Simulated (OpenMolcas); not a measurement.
**Re⁴⁺ among point charges: CASSCF and CASPT2 levels and susceptibility**

How does a field of 5 point charges split the states of Re⁴⁺, and what χT follows?

Program: OpenMolcas 26.06. Level of theory: state-averaged CASSCF and CASPT2, spin-orbit coupling by RASSI with atomic mean-field integrals. These are calculated values, not measurements, unless marked.

## (1) The system

* Species: Re⁴⁺ (rhenium, Z = 75, 71 electrons)
* Basis: ANO-RCC-VDZP [7s6p4d2f1g], 68 functions
* Scalar Hamiltonian: DKH2, point nucleus
* Inactive shells: 1s 2s 2p 3s 3p 3d 4s 4p 4d 4f 5s 5p
* Active space: 3 electrons in 5 orbitals (5d)
* Some configurations of this space: 5d3
* Orbitals: optimised for each spin and parity, averaged over all roots

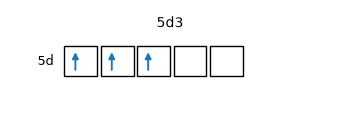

The shells outside the core, filled by Hund's rule for the drawing.

The ion sits among 5 point charges of -2 e arranged as a square pyramid (C4v), 2.13 Å from the ion, with the axial distance 2.300 Å.

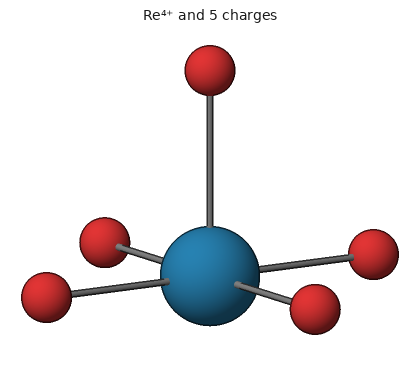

The ion and the point charges (red).

Each step is its own input file, run in one work folder so that later steps find the files of earlier ones. Labels, J, g values, rates, χT and fits are worked out afterwards by a script from the matrices that RASSI stores.

## (2) One- and two-electron integrals

The input, a.inp:

```
&GATEWAY
Coord
1

Re 0.0 0.0 0.0
Basis=ANO-RCC-VDZP
Group=NoSym
NoMove
AngMom=0.0 0.0 0.0
AMFI
XField
5 Angstrom 0
2.130000 0.000000 0.000000 -2.000000
0.000000 2.130000 0.000000 -2.000000
-2.130000 0.000000 0.000000 -2.000000
0.000000 -2.130000 0.000000 -2.000000
0.000000 0.000000 2.300400 -2.000000
&SEWARD
```

Started as:

```bash
> OMP_NUM_THREADS=1 MOLCAS_MEM=1689 MOLCAS_PROJECT=a pymolcas a.inp > a.log
```

Output:

```text
Basis set label: RE.ANO-RCC...7S6P4D2F1G.

      Electronic valence basis set:
      ------------------
      Associated Effective Charge  75.000000 au
      Associated Actual Charge     75.000000 au
      Nuclear Model: Point charge

      Shell  nPrim  nBasis  Cartesian Spherical Contaminant
         s      24       7        X
         p      21       6        X
         d      15       4                 X
         f      11       2                 X
         g       4       1                 X
                  Relativistic Douglas-Kroll-Hess integrals:
                    - DKH order of Hamiltonian: 2
                    - DKH order of Properties : 0
                  Atomic mean-field integrals
```

## (3) Reference wave functions, quartets, 10 roots

The input, a.inp:

```
&RASSCF
FileOrb=start.orb
Symmetry=1
Spin=4
nActEl=3 0 0
Inactive=34
Ras2=5
CIRoot=10 10 1
SDav=10
CIMx=300
Iter=120 100
PrWF=0.3
OrbListing=Nothing
MaxOrb=0
>>> COPY $Project.JobIph JOB001
```

start.orb holds the contracted functions of the basis, ordered by shell, or the orbitals of the step before.

Output (excerpt; [...] marks lines left out):

```text
[...]
      Number of active orbitals                  5
[...]
      Spin quantum number                      1.5
[...]
      Active orbitals                            5
[...]
      Number of CSFs                            10
      Number of root(s) required                10
[...]
      Convergence after 11 iterations
[...]
      Natural orbitals and occupation numbers for root  1
      sym 1:   0.046859   0.953141   1.000000   0.953141   0.046859
      Natural orbitals and occupation numbers for root  2
      sym 1:   0.958136   0.958136   1.000000   0.041864   0.041864
      Natural orbitals and occupation numbers for root  3
      sym 1:   1.000000   0.041864   0.958136   0.958136   0.041864
::    RASSCF root number  1 Total energy: -16683.21919901
::    RASSCF root number  2 Total energy: -16683.20888788
::    RASSCF root number  3 Total energy: -16683.20888788
[...]
::    RASSCF root number  7 Total energy: -16683.15570447
::    RASSCF root number  8 Total energy: -16683.11303021
::    RASSCF root number  9 Total energy: -16683.07394789
::    RASSCF root number 10 Total energy: -16683.07394789
```

## (4) CASSCF: doublets, 40 roots

The input, a.inp:

```
&RASSCF
FileOrb=start.orb
Symmetry=1
Spin=2
nActEl=3 0 0
Inactive=34
Ras2=5
CIRoot=40 40 1
SDav=40
CIMx=300
Iter=120 100
PrWF=0.3
OrbListing=Nothing
MaxOrb=0
>>> COPY $Project.JobIph JOB002
```

Output (excerpt; [...] marks lines left out):

```text
[...]
      Number of active orbitals                  5
[...]
      Spin quantum number                      0.5
[...]
      Active orbitals                            5
[...]
      Number of CSFs                            40
      Number of root(s) required                40
[...]
      Convergence after  7 iterations
[...]
      Natural orbitals and occupation numbers for root  1
      sym 1:   0.115669   0.981295   0.890793   0.981295   0.030947
      Natural orbitals and occupation numbers for root  2
      sym 1:   0.064028   0.974018   0.443857   1.490545   0.027552
      Natural orbitals and occupation numbers for root  3
      sym 1:   0.064028   1.490545   0.443857   0.974018   0.027552
::    RASSCF root number  1 Total energy: -16683.15914937
::    RASSCF root number  2 Total energy: -16683.15615334
::    RASSCF root number  3 Total energy: -16683.15615334
[...]
::    RASSCF root number 27 Total energy: -16683.04938690
::    RASSCF root number 28 Total energy: -16683.04938690
::    RASSCF root number 29 Total energy: -16683.04890845
::    RASSCF root number 30 Total energy: -16683.03412539
```

## (5) State interaction with spin-orbit coupling

The input, a.inp:

```
&RASSI
NrOfJobIphs=2 10 40
1 2 3 4 5 6 7 8 9 10
1 2 3 4 5 6 7 8 9 10 11 12 13 14 15 16 17 18 19 20 21 22 23 24 25 26 27
28 29 30 31 32 33 34 35 36 37 38 39 40
IphNames
JOB001
JOB002
EJob
SpinOrbit
DIPRint=1.0
SOCoupling=1000.0
Subsets=2
Property=9
'ANGMOM' 1 'ANGMOM' 2 'ANGMOM' 3 'MLTPL  1' 1 'MLTPL  1' 2 'MLTPL  1' 3
'AMFI' 1 'AMFI' 2 'AMFI' 3
SOProperty=3
'ANGMOM' 1 'ANGMOM' 2 'ANGMOM' 3
```

Output:

```text
SPIN-FREE ENERGIES:
  (Shifted by EMIN (a.u.) =     -16683.2191990137)

 SF State       Relative EMIN(au)   Rel lowest level(eV)    D:o, cm**(-1)      L_eff

     1             0.0000000000        0.0000000000              0.0000         2.0
     2             0.0103111337        0.2805802428           2263.0323         2.8
     3             0.0103111337        0.2805802428           2263.0323         2.8
     4             0.0200237995        0.5448753416           4394.7160         2.9
     5             0.0539936713        1.4692426443          11850.2411         2.8
     6             0.0539936713        1.4692426443          11850.2411         2.8
    11             0.0600496433        1.6340340368          13179.3733         4.5
    12             0.0630456739        1.7155601845          13836.9260         4.0
    13             0.0630456739        1.7155601845          13836.9260         4.0
     7             0.0634945442        1.7277745668          13935.4417         2.9
    14             0.0640975349        1.7441827788          14067.7828         3.0
    15             0.0647258719        1.7612807012          14205.6869         3.4
    16             0.0647258719        1.7612807012          14205.6869         3.4
    17             0.0649483666        1.7673350905          14254.5188         3.8
    18             0.0719203875        1.9570534437          15784.7005         4.5
    19             0.0763245390        2.0768965109          16751.3001         3.9
    20             0.0794253542        2.1612739918          17431.8503         3.8
    21             0.0794253542        2.1612739918          17431.8503         3.8
    22             0.0917081593        2.4955061451          20127.6145         3.5
    23             0.0924251867        2.5150174539          20284.9838         3.2
    24             0.0924251867        2.5150174539          20284.9838         3.2
    25             0.0931152387        2.5337947264          20436.4327         3.5
    26             0.0960941320        2.6148545418          21090.2242         3.2
     8             0.1061688042        2.8890003393          23301.3592         2.3
    27             0.1139945276        3.1019491202          25018.9069         4.0
    28             0.1276859743        3.4745123654          28023.8321         4.1
    29             0.1276859743        3.4745123654          28023.8321         4.1
    30             0.1312532509        3.5715829071          28806.7589         2.3
    31             0.1326262780        3.6089448764          29108.1035         3.0
    32             0.1351583531        3.6778461497          29663.8297         4.0
    33             0.1373407650        3.7372326032          30142.8138         3.1
    34             0.1373407650        3.7372326032          30142.8138         3.1
     9             0.1452511259        3.9524844898          31878.9373         1.4
    10             0.1452511259        3.9524844898          31878.9373         1.4
    35             0.1576389953        4.2895755893          34597.7604         4.7
    36             0.1611476071        4.3850497794          35367.8117         3.2
    37             0.1698121098        4.6208229087          37269.4502         4.1
    38             0.1698121098        4.6208229087          37269.4502         4.1
    39             0.1702905633        4.6338422921          37374.4586         3.2
    40             0.1850736254        5.0361099057          40618.9657         3.2
Eigenvalues of complex Hamiltonian:
   -----------------------------------
  (Shifted by EMIN (a.u.) =     -16683.2191990137)

 SO State       Relative EMIN(au)   Rel lowest level(eV)    D:o, cm**(-1)     J-value

     1            -0.0316906013        0.0000000000              0.0000         1.0
     2            -0.0316906013        0.0000000000              0.0000         1.0
     3            -0.0210940473        0.2883469237           2325.6748         1.4
     4            -0.0210940473        0.2883469237           2325.6748         1.4
     5            -0.0152095708        0.4484716863           3617.1681         1.8
     6            -0.0152095708        0.4484716863           3617.1681         1.8
     7            -0.0041585327        0.7491857522           6042.5906         1.9
     8            -0.0041585327        0.7491857522           6042.5906         1.9
     9            -0.0007281078        0.8425323682           6795.4818         2.2
    10            -0.0007281078        0.8425323682           6795.4818         2.2
    11             0.0105379532        1.1490975064           9268.0964         2.6
    12             0.0105379532        1.1490975064           9268.0964         2.6
    13             0.0150583154        1.2721028277          10260.2012         3.0
    14             0.0150583154        1.2721028277          10260.2012         3.0
    15             0.0153439993        1.2798766841          10322.9016         3.0
    16             0.0153439993        1.2798766841          10322.9016         3.0
    17             0.0330476139        1.7616165793          14208.3959         2.4
    18             0.0330476139        1.7616165793          14208.3959         2.4
    19             0.0343806121        1.7978893071          14500.9552         3.4
    20             0.0343806121        1.7978893071          14500.9552         3.4
    21             0.0371739225        1.8738991552          15114.0160         3.5
    22             0.0371739225        1.8738991552          15114.0160         3.5
    23             0.0441142712        2.0627556653          16637.2465         3.2
    24             0.0441142712        2.0627556653          16637.2465         3.2
    25             0.0481343164        2.1721466663          17519.5444         3.1
    26             0.0481343164        2.1721466663          17519.5444         3.1
    27             0.0506454705        2.2404786524          18070.6790         2.9
    28             0.0506454705        2.2404786524          18070.6790         2.9
    29             0.0514035230        2.2611063109          18237.0523         2.0
    30             0.0514035230        2.2611063109          18237.0523         2.0
    31             0.0565619723        2.4014748666          19369.2011         2.5
    32             0.0565619723        2.4014748666          19369.2011         2.5
    33             0.0614888000        2.5355406771          20450.5147         3.4
    34             0.0614888000        2.5355406771          20450.5147         3.4
    35             0.0665832072        2.6741665606          21568.6079         2.5
    36             0.0665832072        2.6741665606          21568.6079         2.5
    37             0.0673979653        2.6963372577          21747.4266         2.5
    38             0.0673979653        2.6963372577          21747.4266         2.5
    39             0.0732017694        2.8542668130          23021.2144         4.5
    40             0.0732017694        2.8542668130          23021.2144         4.5
    41             0.0734592230        2.8612724830          23077.7189         3.4
Weights of the five most important spin-orbit-free states for each spin-orbit state.

 SO State  Total energy (au)           Spin-free states, spin, and weights
 -------------------------------------------------------------------------------------------------------
    1        -0.031691       2 1.5  0.2580    3 1.5  0.2580    1 1.5  0.1245    4 1.5  0.1185   14 0.5  0.0503
    2        -0.031691       2 1.5  0.2580    3 1.5  0.2580    1 1.5  0.1245    4 1.5  0.1185   14 0.5  0.0503
    3        -0.021094       1 1.5  0.4845    3 1.5  0.1029    2 1.5  0.1029    4 1.5  0.1015    5 1.5  0.0475
    4        -0.021094       1 1.5  0.4845    3 1.5  0.1029    2 1.5  0.1029    4 1.5  0.1015    5 1.5  0.0475
    5        -0.015210       1 1.5  0.4922    2 1.5  0.1991    3 1.5  0.1991    6 1.5  0.0200    5 1.5  0.0200
    6        -0.015210       1 1.5  0.4922    2 1.5  0.1991    3 1.5  0.1991    6 1.5  0.0200    5 1.5  0.0200
    7        -0.004159       2 1.5  0.2967    3 1.5  0.2967    1 1.5  0.1519    4 1.5  0.1052    6 1.5  0.0282
    8        -0.004159       2 1.5  0.2967    3 1.5  0.2967    1 1.5  0.1519    4 1.5  0.1052    6 1.5  0.0282
    9        -0.000728       4 1.5  0.4393    1 1.5  0.2365    3 1.5  0.0905    2 1.5  0.0905    7 1.5  0.0602
   10        -0.000728       4 1.5  0.4393    1 1.5  0.2365    3 1.5  0.0905    2 1.5  0.0905    7 1.5  0.0602
   11         0.010538       2 1.5  0.3020    3 1.5  0.3020    1 1.5  0.1122    6 1.5  0.0509    5 1.5  0.0509
   12         0.010538       2 1.5  0.3020    3 1.5  0.3020    1 1.5  0.1122    6 1.5  0.0509    5 1.5  0.0509
```

These steps: 13 s of run time, 1 thread, shared host.

States without spin-orbit coupling:

```tsv
state	degeneracy	E (cm-1)	free-ion L (%)
quartet	1	0	P (58)
quartet	2	2263	F (93)
quartet	1	4395	F (100)
quartet	2	11850	F (90)
doublet	1	13179	H (83)
doublet	2	13837	H (61)
quartet	1	13935	F (100)
doublet	1	14068	D (39)
doublet	2	14206	G (44)
doublet	1	14255	H (35)
doublet	1	15785	H (71)
doublet	1	16751	G (84)
doublet	2	17432	G (66)
doublet	1	20128	G (71)
doublet	2	20285	G (38)
doublet	1	20436	G (54)
doublet	1	21090	G (60)
quartet	1	23301	F (58)
doublet	1	25019	H (56)
doublet	2	28024	H (55)
doublet	1	28807	P (68)
doublet	1	29108	D (56)
doublet	1	29664	H (57)
doublet	2	30143	D (33)
```

With spin-orbit coupling:

| E (cm-1) | Degeneracy | 2S+1 | g |
| --- | --- | --- | --- |
| 0.0 | 2 | 4 | 0.76 0.76 1.03 |
| 2326 | 2 | 4 | 0.75 0.75 0.87 |
| 3617 | 2 | 4 | 0.43 0.43 3.10 |
| 6043 | 2 | 4 | 1.47 1.47 1.56 |
| 6795 | 2 | 4 | 1.35 1.99 1.99 |
| 9268 | 2 | 4 | 2.17 2.17 4.15 |
| 10260 | 2 | 4 | 2.62 2.62 3.40 |
| 10323 | 2 | 4 | 0.64 4.39 4.39 |
| 14208 | 2 | 4 | 0.98 0.98 1.25 |
| 14501 | 2 | 2 | 1.71 2.15 2.15 |
| 15114 | 2 | 2 | 0.13 1.77 1.77 |
| 16637 | 2 | 2 | 0.02 0.02 3.06 |
| 17520 | 2 | 2 | 1.55 1.55 1.93 |
| 18071 | 2 | 4 | 0.20 1.01 1.01 |
| 18237 | 2 | 2 | 0.28 0.28 0.74 |
| 19369 | 2 | 4 | 0.57 1.95 1.95 |
| 20451 | 2 | 2 | 0.04 3.54 3.54 |
| 21569 | 2 | 2 | 1.06 1.17 1.17 |
| 21747 | 2 | 2 | 0.24 2.17 2.17 |
| 23021 | 2 | 2 | 0.55 4.94 4.94 |
| 23078 | 2 | 4 | 1.77 4.16 4.16 |
| 23489 | 2 | 2 | 0.41 0.41 0.72 |
| 23568 | 2 | 2 | 0.67 1.63 1.63 |
| 24119 | 2 | 2 | 0.36 4.44 4.44 |

The table of states holds 24 of 37 computed; the rest, higher up, is left out. Principal g values are given for doublets only; a zero marks a field direction without first-order Zeeman splitting.

Powder χT (cm³ K/mol): 0.07 at 2 K, 0.07 at 5 K, 0.07 at 10 K, 0.07 at 20 K, 0.08 at 50 K, 0.08 at 100 K, 0.09 at 150 K, 0.10 at 200 K, 0.11 at 250 K, 0.11 at 300 K.

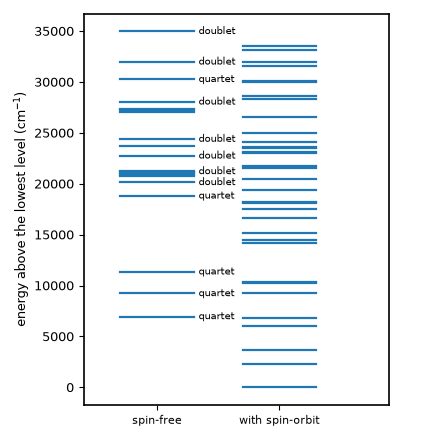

The states in the field without (left) and with (right) spin-orbit coupling.

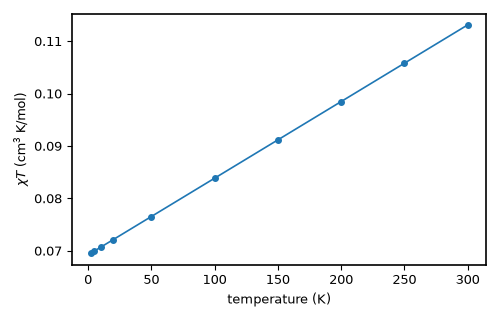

χT against temperature.

Orbitals of the lowest block (energies include the constant potential of the surroundings):

```tsv
shell	space	energy (hartree)	mean occupation	⟨r²⟩ (bohr²)
1s	inactive	-2642.1293	2.000	0.000416
2s	inactive	-463.0368	2.000	0.00679
2p	inactive	-405.6847	6.000	0.00563
3s	inactive	-108.9461	2.000	0.0443
3p	inactive	-91.6192	6.000	0.0450
3d	inactive	-71.1146	10.000	0.0377
4s	inactive	-23.3522	2.000	0.220
4p	inactive	-17.5349	6.000	0.248
4d	inactive	-9.9254	10.000	0.290
4f	inactive	-1.4539	14.000	0.403
5s	inactive	-2.9112	2.000	1.22
5p	inactive	-1.2956	6.000	1.60
5d	RAS2		3.000	3.28
```

## (6) CASPT2: IPEA 0.25, imaginary shift 0.1 (closed shells correlated: 4f 5s 5p)

The input, a.inp:

```
>>> COPY JOB001 $Project.JobIph
&CASPT2
Multistate=10 1 2 3 4 5 6 7 8 9 10
NoMult
Frozen=23
IPEA=0.25
Imaginary=0.1
MaxIter=60
WThr=0.0 0.3 0.05
PrWF=0.5
NoMix
>>> COPY JOB002 $Project.JobIph
&CASPT2
Multistate=40 1 2 3 4 5 6 7 8 9 10 11 12 13 14 15 16 17 18 19 20 21 22
23 24 25 26 27 28 29 30 31 32 33 34 35 36 37 38 39 40
NoMult
Frozen=23
IPEA=0.25
Imaginary=0.1
MaxIter=60
WThr=0.0 0.3 0.05
PrWF=0.5
NoMix
```

Started as:

```bash
> OMP_NUM_THREADS=1 MOLCAS_MEM=1689 MOLCAS_PROJECT=a pymolcas a.inp > a.log
```

Output (excerpt; [...] marks lines left out):

```text
[...]
      Active orbitals                            5
[...]
      E2 (Variational):          -0.7386774339
      Total energy:          -16683.9578764476
[...]
::    CASPT2 Root  1     Total energy: -16683.95787645
::    CASPT2 Root  2     Total energy: -16683.94459129
[...]
::    CASPT2 Root 27     Total energy: -16683.79275997
::    CASPT2 Root 28     Total energy: -16683.79275997
::    CASPT2 Root 29     Total energy: -16683.79677973
::    CASPT2 Root 30     Total energy: -16683.78069139
```

This run: 18 s of run time, 1 thread, shared host.

SS-CASPT2: lowest energy less the reference's lowest, -0.7387 hartree; reference weights 0.921 to 0.932.

States without spin-orbit coupling:

```tsv
state	degeneracy	E (cm-1)	free-ion L (%)
quartet	1	0	P (58)
quartet	2	2916	F (93)
quartet	1	5638	F (100)
doublet	1	12515	D (39)
quartet	2	12624	F (90)
doublet	1	12708	H (83)
doublet	2	13206	G (44)
doublet	1	13575	H (35)
doublet	2	13723	H (61)
doublet	1	14860	H (71)
quartet	1	15257	F (100)
doublet	1	16001	G (84)
doublet	2	16873	G (66)
doublet	2	18539	G (38)
doublet	1	19767	G (71)
doublet	1	20065	G (54)
doublet	1	20248	G (60)
quartet	1	23509	F (58)
doublet	1	24167	H (56)
doublet	1	27521	P (68)
doublet	2	27688	H (55)
doublet	1	28061	D (56)
doublet	2	28138	D (33)
doublet	1	28871	H (57)
```

With spin-orbit coupling:

```tsv
E (cm-1)	Degeneracy	2S+1	g
0	2	4	0.60 0.60 1.45
2300	2	4	1.02 1.02 1.13
3550	2	4	0.02 0.02 3.07
6260	2	4	1.64 1.64 1.95
7220	2	4	1.67 1.81 1.81
9380	2	4	1.72 1.72 4.50
10430	2	4	2.20 2.20 3.48
10620	2	4	0.62 4.21 4.21
14120	2	2	1.36 2.44 2.44
14320	2	4	0.16 0.16 1.55
14630	2	2	2.40 3.09 3.09
16030	2	2	0.58 0.58 1.79
17170	2	2	1.10 1.71 1.71
17430	2	2	0.38 0.38 0.74
18140	2	4	0.12 0.96 0.96
19610	2	4	1.54 1.54 1.58
19810	2	2	0.45 3.94 3.94
21100	2	2	0.57 0.57 1.38
21270	2	2	0.02 2.10 2.10
22230	2	2	0.45 4.97 4.97
22710	2	2	0.02 0.02 0.70
22900	2	2	0.98 2.73 2.73
23150	2	2	1.69 1.69 1.89
23170	2	2	0.57 3.10 3.10
```

Powder χT (cm³ K/mol): 0.09 at 2 K, 0.09 at 5 K, 0.09 at 10 K, 0.09 at 20 K, 0.10 at 50 K, 0.10 at 100 K, 0.11 at 150 K, 0.12 at 200 K, 0.13 at 250 K, 0.14 at 300 K.

## (7) The methods side by side

A. CASSCF
B. SS-CASPT2, IPEA 0.25, imaginary shift 0.1 (closed shells correlated: 4f 5s 5p)

```tsv
method	ground state	first state of that spin (cm-1)	first gap with spin-orbit (cm-1)	χT at 300 K
A	quartet	quartet 2263	2325.7	0.11
B	quartet	quartet 2916	2301.6	0.14
```

## (8) Summary of results

| quantity | value |
| --- | --- |
| method | SS-CASPT2, IPEA 0.25, imaginary shift 0.1 (closed shells correlated: 4f 5s 5p) |
| spin-free ground state | quartet, 1-fold in its orbital part |
| first state of the same spin within the active space | quartet at 2920 cm⁻¹ |
| lowest level | 2-fold, g = 0.60, 0.60, 1.45 |
| next level | 2301.6 cm⁻¹ |
| χT at 300 K | 0.14 cm³ K/mol |
| effective moment at 300 K | 1.05 μB |

Cost by method:

```tsv
method	time of its own steps	time with the reference
A. CASSCF	13 s	13 s
B. SS-CASPT2, IPEA 0.25, imaginary shift 0.1, +4f 5s 5p	18 s	31 s
```

Times are of one thread on a shared host.

In words: The spin-free ground state (quartet) comes to 58 % from free-ion P terms and keeps the highest spin of the shell. χT at 300 K is 0.14, against 1.88 cm³ K/mol for the spin alone, so spin-orbit coupling lowers it. The field of point charges can differ much from that of real complexes. Point charges carry no covalency, so the field is a model and not that of real ligands.
